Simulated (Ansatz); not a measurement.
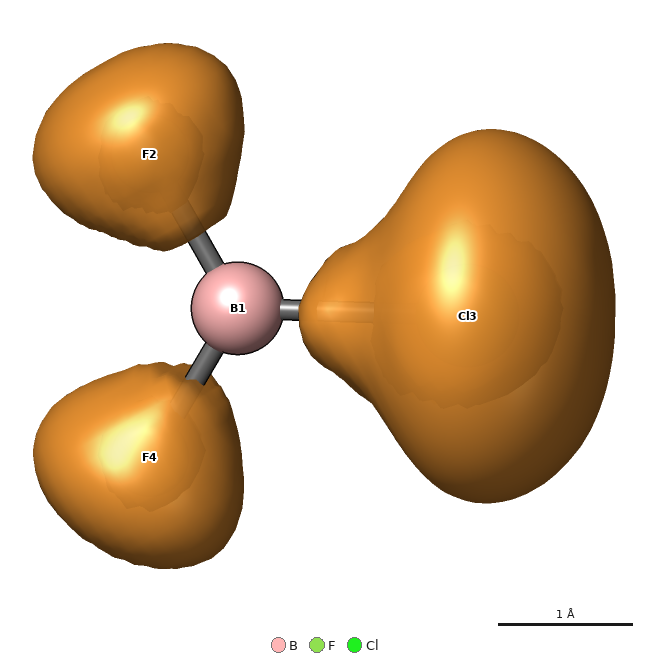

*BClF2. Isosurface of the electron localisation function at 0.75 (orange), seen at a tilt. Core shells and regions of very low density are left out.*

Theory: RKS revPBE-D4/def2-SVP (Ansatz).

Describe the localisation domains.

The ELF exceeds this value in one region on Cl in which the atom's valence shell and bonds are merged and two regions on F in which the atom's valence shell and bonds are merged.

Values along the shortest contacts:
B–F (1.33 Å): the ELF peaks at about 0.85 between the atoms: a shared but strongly polarised pair. B–Cl (1.76 Å): the ELF peaks at about 0.90 between the atoms (a polar covalent bond).
